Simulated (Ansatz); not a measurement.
**Geometry relaxation, with input and output: AlSiN2H7O (part 1 of 2)**

The run: geometry relaxation of AlSiN2H7O, SMILES N[SiH2][Al]([NH2])[OH]. Method and program: RKS PBE-D4/def2-SVP (Ansatz 0.2.0).

It belongs to a series of runs on one base structure; here: end point B relaxed. Figures and captions count atoms from 1; the log counts them from 0 in places.

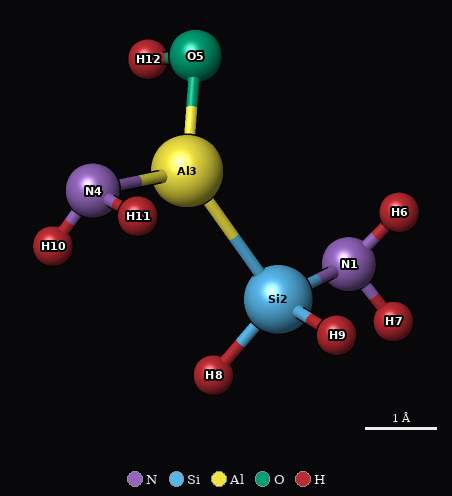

The structure as given in the input (ball-and-stick view, seen at a tilt; atoms are numbered from 1 in the order of the input). Sticks mark near contacts.

Input file:
```yaml
crystal:
  periodic: [false, false, false]
  atoms:
    - { symbol: "N", position_ang: [-1.852, 0.5992, 1.4835] }
    - { symbol: Si, position_ang: [-0.6105, -0.5421, 1.1144] }
    - { symbol: Al, position_ang: [0.96487, -0.59935, 2.86806] }
    - { symbol: "N", position_ang: [2.4655, -1.89535, 2.79686] }
    - { symbol: O, position_ang: [0.77564, 0.44414, 4.34628] }
    - { symbol: H, position_ang: [-1.4445, 1.5977, 1.5278] }
    - { symbol: H, position_ang: [-2.5022, 0.6668, 0.6417] }
    - { symbol: H, position_ang: [-1.2195, -1.89929, 0.97731] }
    - { symbol: H, position_ang: [0.02418, -0.17272, -0.12985] }
    - { symbol: H, position_ang: [2.0333, -2.80144, 2.62522] }
    - { symbol: H, position_ang: [2.94077, -1.59381, 1.87062] }
    - { symbol: H, position_ang: [0.19479, -0.12177, 4.97282] }
basis:
  gaussian: { orbitals: def2-SVP }
hamiltonian:
  xc: pbe
  dispersion: d4
relax:
  f_tol: 0.015
  max_steps: 40
output:
  orbitals: {}
```

Run on 2 threads of Intel Xeon (Granite Rapids), 16 GiB of memory available, shared host.

Command:
```bash
ansatz run input.yaml --threads 2 --pin off --max-ram 3072MiB --backend cpu --events-out ev --progress --plain --runs-dir out
```

Log:
```
The last accepted step is kept in [file] (removed where the run ends without a failure and the disk answers)
Engine: ansatz 0.2.0, x86_64-unknown-linux-gnu
Functional definition: PBE
  parameter kappa = 0.804
  parameter beta = 0.06672455060314922
  exchange = pbe_x(kappa = kappa, mu = beta*pi^2/3)
  correlation = pbe_c(beta = beta)
1282 factors; their error is unknown
mean field evaluation 1: about -19574.5213 eV, gradient 1.0e2 eV
mean field evaluation 2: about -19411.0941 eV, gradient 2.4e2 eV
mean field evaluation 4: about -19593.3484 eV, gradient 2.9e1 eV
mean field evaluation 8: about -19595.0057 eV, gradient 4.4e-1 eV
mean field evaluation 16: about -19594.9267 eV, gradient 1.6e-4 eV
mean field -19594.92668113 eV, -720.1002736132 hartree, gradient 6.2e-5 eV, S^2 0.000000; 0 other end points of the search recorded, 0 dependent functions left out
the calculation of the forces begins
reference -19594.92672729 eV, -720.1002753094 hartree; 28, 28 occupied and 85, 85 virtual orbitals, 1282 factors
relax step   1: F+E_penalty+E_count = -19595.15667882 eV  Δ(F+E_penalty+E_count) = +0.000e0 eV  max|allowed force component| = 2.723e0 eV/Å  Δτ_max = 0.0000 Å  (28 SCF iters, accepted)
these checks for a lower state are left out or cut short: starts, cluster_reference, orbital_swaps, neighbouring_geometries, increment
1282 factors; their error is unknown
mean field -19595.49503720 eV, -720.1211603134 hartree, gradient 2.0e-5 eV, S^2 0.000000; 0 other end points of the search recorded, 0 dependent functions left out
[... from here on the field's lines of each further geometry are left out, up to the last ...]
relax step   2: F+E_penalty+E_count = -19595.72117417 eV  Δ(F+E_penalty+E_count) = -5.645e-1 eV  max|allowed force component| = 1.513e0 eV/Å  Δτ_max = 0.1912 Å  (29 SCF iters, accepted)
relax step   3: F+E_penalty+E_count = -19595.91156481 eV  Δ(F+E_penalty+E_count) = -1.904e-1 eV  max|allowed force component| = 1.082e0 eV/Å  Δτ_max = 0.1923 Å  (35 SCF iters, accepted)
relax step   4: F+E_penalty+E_count = -19596.05869061 eV  Δ(F+E_penalty+E_count) = -1.471e-1 eV  max|allowed force component| = 4.705e-1 eV/Å  Δτ_max = 0.1999 Å  (35 SCF iters, accepted)
relax step   5: F+E_penalty+E_count = -19596.17605165 eV  Δ(F+E_penalty+E_count) = -1.174e-1 eV  max|allowed force component| = 4.681e-1 eV/Å  Δτ_max = 0.1998 Å  (28 SCF iters, accepted)
relax step   6: F+E_penalty+E_count = -19596.27058287 eV  Δ(F+E_penalty+E_count) = -9.453e-2 eV  max|allowed force component| = 4.053e-1 eV/Å  Δτ_max = 0.1999 Å  (28 SCF iters, accepted)
relax step   7: F+E_penalty+E_count = -19596.34254789 eV  Δ(F+E_penalty+E_count) = -7.197e-2 eV  max|allowed force component| = 4.621e-1 eV/Å  Δτ_max = 0.2000 Å  (28 SCF iters, accepted)
relax step   8: F+E_penalty+E_count = -19596.40658937 eV  Δ(F+E_penalty+E_count) = -6.404e-2 eV  max|allowed force component| = 2.816e-1 eV/Å  Δτ_max = 0.2000 Å  (28 SCF iters, accepted)
relax step   9: F+E_penalty+E_count = -19596.42557781 eV  Δ(F+E_penalty+E_count) = -1.899e-2 eV  max|allowed force component| = 1.245e0 eV/Å  Δτ_max = 0.1911 Å  (29 SCF iters, accepted)
relax step  10: F+E_penalty+E_count = -19596.47796085 eV  Δ(F+E_penalty+E_count) = -5.238e-2 eV  max|allowed force component| = 1.803e-1 eV/Å  Δτ_max = 0.2000 Å  (28 SCF iters, accepted)
relax step  11: F+E_penalty+E_count = -19596.49231725 eV  Δ(F+E_penalty+E_count) = -1.436e-2 eV  max|allowed force component| = 9.733e-2 eV/Å  Δτ_max = 0.1501 Å  (28 SCF iters, accepted)
relax step  12: F+E_penalty+E_count = -19596.49362734 eV  Δ(F+E_penalty+E_count) = -1.310e-3 eV  max|allowed force component| = 5.573e-2 eV/Å  Δτ_max = 0.0398 Å  (29 SCF iters, accepted)
relax step  13: F+E_penalty+E_count = -19596.49531272 eV  Δ(F+E_penalty+E_count) = -1.685e-3 eV  max|allowed force component| = 2.926e-2 eV/Å  Δτ_max = 0.0491 Å  (30 SCF iters, accepted)
relax step  14: F+E_penalty+E_count = -19596.49612716 eV  Δ(F+E_penalty+E_count) = -8.144e-4 eV  max|allowed force component| = 6.612e-2 eV/Å  Δτ_max = 0.0564 Å  (29 SCF iters, accepted)
relax step  15: F+E_penalty+E_count = -19596.49659762 eV  Δ(F+E_penalty+E_count) = -4.705e-4 eV  max|allowed force component| = 4.669e-2 eV/Å  Δτ_max = 0.0385 Å  (29 SCF iters, accepted)
relax step  16: F+E_penalty+E_count = -19596.49682357 eV  Δ(F+E_penalty+E_count) = -2.259e-4 eV  max|allowed force component| = 2.542e-2 eV/Å  Δτ_max = 0.0348 Å  (29 SCF iters, accepted)
relax step  17: F+E_penalty+E_count = -19596.49702434 eV  Δ(F+E_penalty+E_count) = -2.008e-4 eV  max|allowed force component| = 4.178e-2 eV/Å  Δτ_max = 0.0218 Å  (29 SCF iters, accepted)
relax step  18: F+E_penalty+E_count = -19596.49711765 eV  Δ(F+E_penalty+E_count) = -9.331e-5 eV  max|allowed force component| = 2.002e-2 eV/Å  Δτ_max = 0.0060 Å  (23 SCF iters, accepted)
the calculation of the forces begins
reference -19596.26248774 eV, -720.1493636006 hartree; 28, 28 occupied and 85, 85 virtual orbitals, 1282 factors
relax step  19: F+E_penalty+E_count = -19596.49715722 eV  Δ(F+E_penalty+E_count) = -3.957e-5 eV  max|allowed force component| = 7.642e-3 eV/Å  Δτ_max = 0.0067 Å  (23 SCF iters, accepted)
1282 factors; their error is unknown
mean field evaluation 160: about -19596.2624 eV, gradient 3.5e-3 eV
```

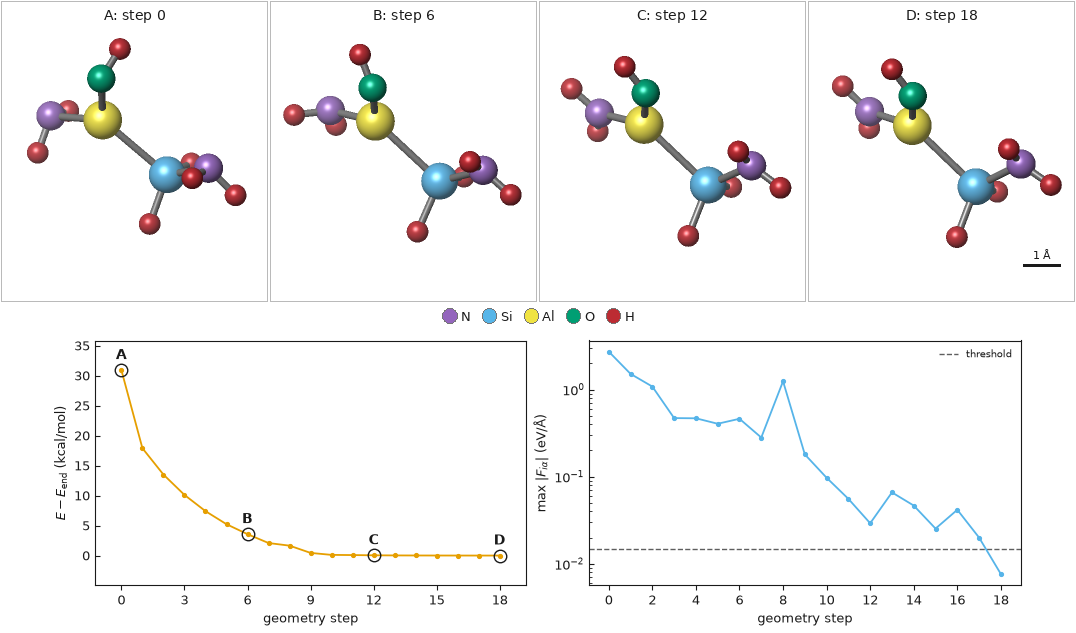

Frames of the relaxation (ball-and-stick view, seen at a tilt) above the curves, on which the letters mark them (the first geometry is step 0 here and step 1 in the log).

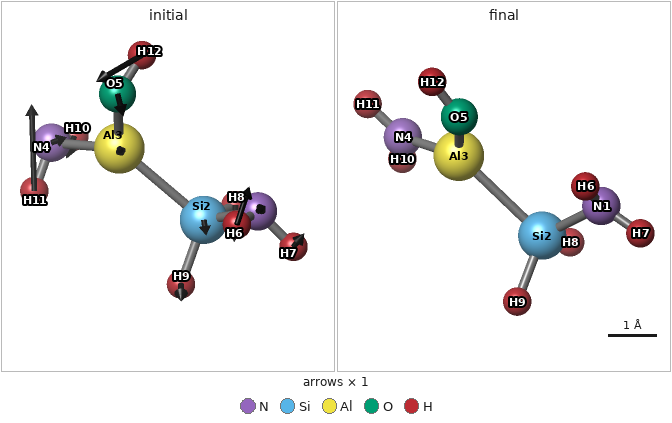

Before (left) and after (right) the relaxation, at one scale (ball-and-stick view, seen at a tilt). The black arrows give the displacements, at true length. The atom that moves furthest after the best rigid fit is H11 (1.84 Å). Largest moves by element: H 1.84 Å, O 0.50 Å, N 0.35 Å, Si 0.34 Å, Al 0.24 Å. Distances before and after: Al3–N4 1.984 → 1.787 Å, Al3–O5 1.819 → 1.728 Å, Si2–Al3 2.358 → 2.441 Å, Si2–H9 1.445 → 1.523 Å. Among the angles that change: Al3–N4–H11 100.4° → 127.0°, Al3–O5–H12 103.8° → 126.4°, Al3–N4–H10 105.4° → 123.5°. Over 18 geometry steps the energy falls by 30.9 kcal/mol. The largest force component goes from 2.7 to 0.0076 eV/Å. (Atoms are counted from 1 in the order of the input.)

```
mean field -19596.26244089 eV, -720.1493618789 hartree, gradient 9.9e-6 eV, S^2 0.000000; 1 other end points of the search recorded, 0 dependent functions left out
the calculation of the forces begins
reference -19596.26248774 eV, -720.1493636006 hartree; 28, 28 occupied and 85, 85 virtual orbitals, 1282 factors
Total energy: -19596.49720407 eV, -720.1579892666 hartree
Atom 0 at    -2.002159     0.387269     1.531861 Å, force     0.003611    -0.001906     0.001929 eV/Å
Atom 1 at    -0.646078    -0.468528     0.807121 Å, force     0.002694     0.000805     0.004993 eV/Å
Atom 2 at     0.929156    -0.714896     2.655491 Å, force    -0.005393     0.007435     0.001785 eV/Å
Atom 3 at     2.129322    -2.024277     2.852442 Å, force    -0.000265     0.001555     0.002069 eV/Å
Atom 4 at     0.761095     0.559133     3.811250 Å, force     0.007093    -0.007238     0.004959 eV/Å
Atom 5 at    -1.751132     1.142650     2.176801 Å, force    -0.002646     0.000698    -0.001115 eV/Å
Atom 6 at    -2.774048     0.689654     0.929941 Å, force    -0.003527     0.002012    -0.001955 eV/Å
Atom 7 at    -1.148984    -1.790912     0.274048 Å, force    -0.000816    -0.000903    -0.000122 eV/Å
Atom 8 at    -0.000319     0.194084    -0.403069 Å, force     0.000021     0.001958    -0.003612 eV/Å
Atom 9 at     2.231102    -2.799976     2.193540 Å, force     0.003912    -0.004799     0.000855 eV/Å
Atom 10 at     2.797806    -2.136387     3.618232 Å, force     0.000530    -0.001897    -0.002145 eV/Å
Atom 11 at     1.244589     0.644195     4.647062 Å, force    -0.005212     0.002278    -0.007642 eV/Å
Dipole moment:     0.294422    -0.049915     0.263620 e Å
```

Trajectory as extended XYZ (Å, eV, eV/Å), 19 frames, from step=1 to step=19:
```
12
Properties=species:S:1:pos:R:3:forces:R:3 step=1 energy=-19595.15668
N    -1.8520    0.5992    1.4835   -1.2275   2.5662  -0.9429
Si   -0.6105   -0.5421    1.1144   -0.0364  -0.3033   0.3586
Al    0.9649   -0.5994    2.8681    1.8235  -0.5947   1.7948
N     2.4655   -1.8954    2.7969   -0.5894   2.7231  -0.9832
O     0.7756    0.4441    4.3463   -0.9926  -2.1217  -0.1597
H    -1.4445    1.5977    1.5278   -0.6334  -1.6313   0.1895
H    -2.5022    0.6668    0.6417    0.5035  -0.0924   1.1137
H    -1.2195   -1.8993    0.9773   -0.1090  -0.2615  -0.1164
H     0.0242   -0.1727   -0.1298    0.8011  -0.0637  -1.3169
H     2.0333   -2.8014    2.6252   -0.0594  -0.6382  -0.3756
H     2.9408   -1.5938    1.8706   -0.5958  -0.8650   1.3637
H     0.1948   -0.1218    4.9728    1.1156   1.2824  -0.9256
12
Properties=species:S:1:pos:R:3:forces:R:3 step=2 energy=-19595.72117
N    -1.9561    0.6159    1.4392   -0.1260   1.3677  -0.3610
Si   -0.6289   -0.4700    1.0618    0.1467  -0.3701   0.2588
Al    0.9746   -0.6968    2.8981    0.9425   0.2538   0.6059
N     2.4508   -1.8971    2.8524   -0.6075   0.9054  -0.7942
O     0.8279    0.4224    4.2866   -0.6725  -1.5126   0.0000
H    -1.6056    1.5927    1.6307   -0.3621  -0.9474  -0.0083
H    -2.5889    0.7245    0.6180    0.1460  -0.0934   0.4691
H    -1.2133   -1.8494    0.8980   -0.0988  -0.0991  -0.0939
H     0.0703   -0.2032   -0.2382    0.2248   0.0333  -0.3102
H     2.0872   -2.8415    2.6418    0.1446  -0.0774  -0.0030
H     3.0347   -1.6612    2.0012   -0.4083  -0.2592   0.8179
H     0.3175   -0.0542    5.0051    0.6708   0.7988  -0.5810
12
Properties=species:S:1:pos:R:3:forces:R:3 step=3 energy=-19595.91156
N    -1.9461    0.6389    1.4339    0.2565   0.0653  -0.3233
Si   -0.6476   -0.4986    1.0061    0.1326  -0.0604   0.1151
Al    0.9836   -0.6730    2.8710   -0.2988   0.4759   0.2382
N     2.3619   -1.8545    2.8856    0.5420  -0.6114  -1.0818
O     0.8095    0.3943    4.2569   -0.5369  -0.8967   0.2994
H    -1.5897    1.5831    1.6490   -0.0985  -0.1847   0.0637
H    -2.6515    0.7473    0.6911   -0.0213   0.0038   0.1042
H    -1.2910   -1.8611    0.7965    0.0023   0.1259   0.0464
H     0.1059   -0.2810   -0.3175   -0.1448   0.0680   0.1613
H     2.0678   -2.8140    2.5867    0.1624   0.4910   0.2298
H     3.1072   -1.6209    2.1747   -0.5080  -0.1215   0.7944
H     0.4603   -0.0783    5.0607    0.5126   0.6448  -0.6473
12
Properties=species:S:1:pos:R:3:forces:R:3 step=4 energy=-19596.05869
N    -1.9552    0.6081    1.3412    0.2146   0.2730   0.2550
Si   -0.6254   -0.5108    0.9952   -0.4663   0.3103  -0.1452
Al    0.9733   -0.6729    2.8640   -0.1357   0.0412  -0.0814
N     2.3020   -1.9118    2.8899    0.0981  -0.2089  -0.4705
O     0.8072    0.4095    4.2037   -0.2822  -0.1687   0.0908
H    -1.6852    1.5004    1.7797   -0.0312  -0.2431  -0.0531
H    -2.6776    0.8104    0.6388    0.1665  -0.1974  -0.0163
H    -1.2715   -1.8649    0.7809    0.0995  -0.0532  -0.0166
H     0.0866   -0.2312   -0.3268    0.0899  -0.0824   0.0715
H     2.0373   -2.8279    2.4861    0.0998   0.1962   0.0791
H     3.1533   -1.6307    2.3690   -0.1096  -0.0953   0.3631
H     0.6255    0.0039    5.0729    0.2566   0.2282  -0.0763
12
Properties=species:S:1:pos:R:3:forces:R:3 step=5 energy=-19596.17605
N    -1.9713    0.5953    1.3560    0.1417   0.1873   0.1252
Si   -0.6529   -0.5114    0.9607   -0.1871   0.1429   0.0957
Al    0.9262   -0.6989    2.8446   -0.0706   0.0381  -0.1249
N     2.2425   -1.9491    2.9114    0.1010  -0.0787  -0.4681
O     0.7793    0.4261    4.1503   -0.2108  -0.1924   0.2883
H    -1.7014    1.4694    1.8271   -0.0163  -0.2040  -0.0521
H    -2.6769    0.8182    0.6449    0.0705  -0.1091  -0.0183
H    -1.2646   -1.8758    0.7234    0.0150  -0.0180  -0.0486
H     0.0928   -0.2115   -0.3342    0.0287  -0.0205   0.0164
H     2.0432   -2.8174    2.3860    0.1190   0.1712   0.1086
H     3.1633   -1.6185    2.5682   -0.1837  -0.1714   0.3371
H     0.7900    0.0555    5.0564    0.1927   0.2546  -0.2593
12
Properties=species:S:1:pos:R:3:forces:R:3 step=6 energy=-19596.27058
N    -1.9829    0.5729    1.3820    0.0480   0.0565  -0.0188
Si   -0.6680   -0.5131    0.9433   -0.0062   0.0014   0.1362
Al    0.9018   -0.7063    2.8218   -0.1282   0.0217  -0.0958
N     2.1835   -1.9818    2.9105    0.2498   0.0496  -0.4053
O     0.7480    0.4447    4.1055   -0.0508  -0.1702   0.2190
H    -1.7125    1.4291    1.8784   -0.0073  -0.0815  -0.0173
H    -2.6645    0.8111    0.6539   -0.0120  -0.0097   0.0155
H    -1.2586   -1.8801    0.6663   -0.0094   0.0201  -0.0469
H     0.0922   -0.1764   -0.3341   -0.0145   0.0077   0.0008
H     2.0587   -2.7961    2.2886    0.0821   0.1282   0.1324
H     3.1533   -1.6475    2.7657   -0.2342  -0.2238   0.2759
H     0.9193    0.1257    5.0129    0.0827   0.1998  -0.1958
```
